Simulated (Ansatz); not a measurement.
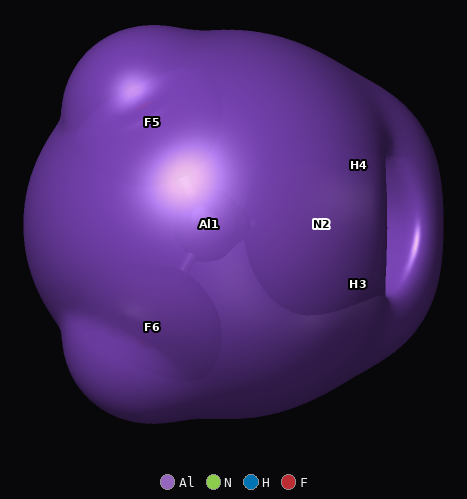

AlF$_{2}$H$_{2}$N. The LUMO at ±0.05 Å⁻³ᐟ² (orange and purple are the two phases), seen at an oblique angle.

All numbers below come from RKS r2SCANh-D4/6-31G (Ansatz).

The calculation's input:

```
crystal:
  periodic: [false, false, false]
  atoms:
    - { symbol: Al, position_ang: [0.0, 0.0, 0.0] }
    - { symbol: "N", position_ang: [0.0, 0.0, 1.92] }
    - { symbol: H, position_ang: [-0.877, -0.2713, 2.45] }
    - { symbol: H, position_ang: [0.877, 0.2713, 2.45] }
    - { symbol: F, position_ang: [1.4635, 0.0, -0.845] }
    - { symbol: F, position_ang: [-1.4635, 0.0, -0.845] }
basis:
  gaussian: { orbitals: "6-31G" }
hamiltonian:
  xc: r2scanh
  dispersion: d4
relax:
  f_tol: 0.02
  max_steps: 40
output:
  orbitals: {}
```

Run with:

```sh
ansatz run input.yaml --threads 1 --pin off --max-ram 2048MiB --backend cpu --events-out ev --progress --plain --runs-dir out
```

The fields are those of the relaxed geometry.

### Where does this orbital lie, and at what energy?

It lies mainly on Al1 (about 60 %), N2 (about 15 %), F6 (about 10 %) and F5 (about 10 %); it is symmetric in the molecular plane (an in-plane orbital: σ, lone-pair or in-plane π type). Its energy is −0.96 eV.
